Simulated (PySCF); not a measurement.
The calculation's input:

```
{"job": {"kind": "nmr", "xc": "PBE0", "basis": "pcSseg-1"}, "charge": 0, "multiplicity": 1}
C     -2.016919    -0.482730     0.540274
C     -0.529640    -0.558048     0.395182
C      0.215421     0.349991    -0.227701
C     -0.318800     1.593392    -0.882072
O      1.579648     0.293648    -0.372556
C      2.267906    -0.804271     0.165762
H     -2.463576    -1.445132     0.292753
H     -2.286829    -0.251065     1.571796
H     -2.447171     0.275918    -0.105433
H     -0.076450    -1.423046     0.855277
H      0.519852     2.169026    -1.263699
H     -0.871427     2.200230    -0.168204
H     -0.978656     1.342340    -1.710473
H      3.316754    -0.650179    -0.083336
H      1.925922    -1.747531    -0.273245
H      2.156366    -0.853599     1.254264
```

Run with:

```sh
OMP_NUM_THREADS=1 python probes_run.py task.json out
```

Geometry: GFN2-xTB.

All numbers below come from PySCF, PBE0/pcSseg-1, SCF density, gas phase, non-relativistic.

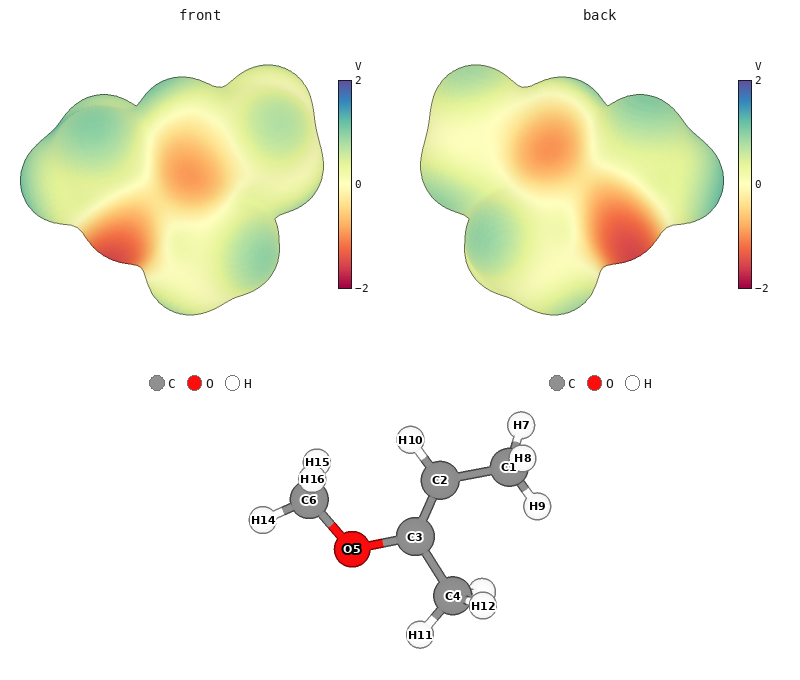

C5H10O (SMILES C/C=C(\C)OC). The molecular electrostatic potential painted on the density surface at 0.004 e/bohr³, seen from the front and from behind; red is negative and blue positive. The bare structure is drawn below in the same view.

Q: Describe the electrostatic potential map.

A: The most negative region (about −1.5 V) lies over O5, the most positive (about +1.1 V) over C6 and H14. O5 is the likeliest acceptor of a hydrogen bond.
